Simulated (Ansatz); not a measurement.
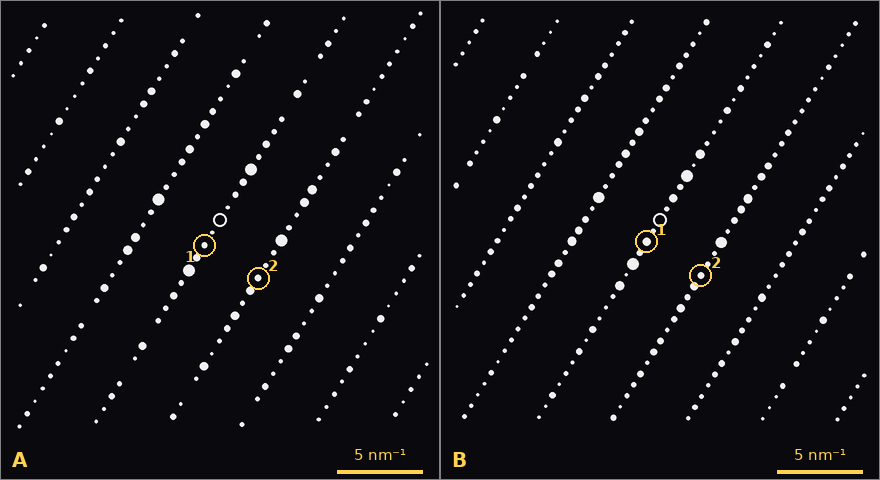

Kinematic electron diffraction patterns (200 kV, B = 0.5 Å², same scale) along [010] of the run's own cell, for the start and the end of one relaxation of Ga2O with DFT PBE, scalar-relativistic, plane waves, PAW in Ansatz. k mesh 12×12×4. The start is a generated model structure, and the relaxation ends in the nearest stationary point of its symmetry, not necessarily the ground state. Spot 1 is 0 0 -2 and spot 2 is -1 0 -2 in both.

Start structure:

```
CELL_PARAMETERS angstrom
3.10754 0.00000 0.00000
-1.55377 2.69121 0.00000
0.00000 0.00000 11.44907
ATOMIC_POSITIONS crystal
Ga 0.00000 0.00000 0.38883
Ga 0.00000 0.00000 0.61117
Ga 0.66667 0.33333 0.09879
Ga 0.33333 0.66667 0.90121
O 0.66667 0.33333 0.31713
O 0.33333 0.66667 0.68287
```

### Which pattern belongs to the start structure, and which to the relaxed one?

A is the start: its cell gives d(1) = 5.725 Å, d(2) = 2.435 Å and an angle of 64.8°. B is the relaxed structure, with d(1) = 6.583 Å (+15.0 %), d(2) = 2.458 Å (+0.9 %) and 68.1°.

### Name reflections whose intensity changes strongly on relaxation.

1 0 11, 0 0 12, 1 0 -10 come into sight; 1 0 8 goes from 0.044 to 9.1 % of the strongest spot; 1 0 -7 goes from 1.5 to 19 % of the strongest spot; 2 0 7 goes from 0.82 to 8.1 % of the strongest spot.

### Summarise the relaxation behind the change.

The volume changed by +11.5 % to 17.79 Å³ an atom; with the mean shift removed, the atoms moved by up to 0.37 Å relative to the cell (O most); the space group stayed P-3m1 (No. 164); the free energy fell by 16 meV an atom. Relaxed cell: a = 3.060 Å, b = 3.060 Å, c = 13.166 Å, α = 90.00°, β = 90.00°, γ = 120.00°.
